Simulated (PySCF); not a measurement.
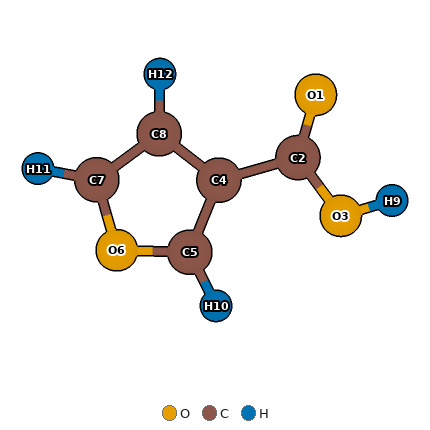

First-order isotropic EPR spectrum (fast tumbling, first derivative) of C₅H₄O₃⁺, SMILES O=C(O)C1=CO[CH][CH+]1, doublet at 9.30 GHz, Lorentzian lines of 0.10 mT full width at half height, from computed g and hyperfine couplings (B3LYP/pcH-1 (IGLO-III on C and IGLO-III on O) with PySCF 2.14.0, at a PBE0-D3(BJ)/def2-SVP geometry (no frequency check), gas phase); values of one conformer, averaged over methyl-type rotors alone; other conformers aren't averaged in; no vibrational averaging; dilute isotopes left out. The SMILES is one Lewis form and needn't show where the spin sits.

Question: Give g and the hyperfine couplings.

Answer: g_iso = 2.0024, which centres the spectrum at 331.8 mT; it spans 3.3 mT.

```csv
nuclei,isotope,a (mT),a (MHz)
H11,¹H,−1.49,−41.9
H10,¹H,−1.47,−41.3
H12,¹H,−0.27,−7.5
H9,¹H,−0.03,−0.8
```

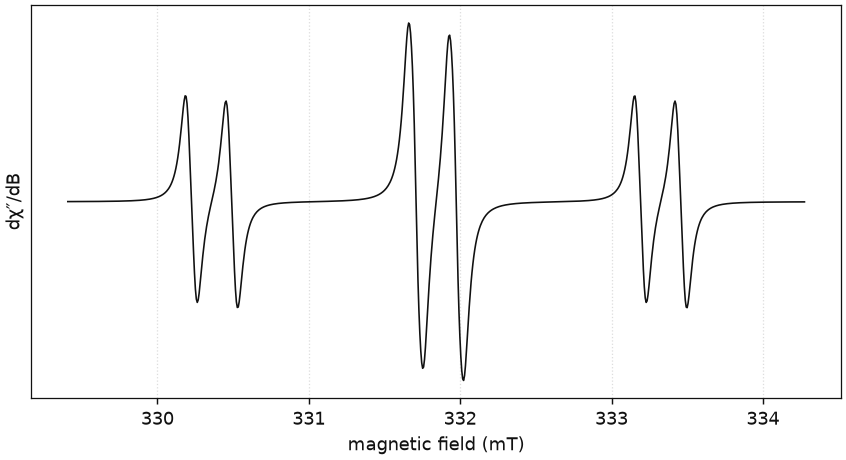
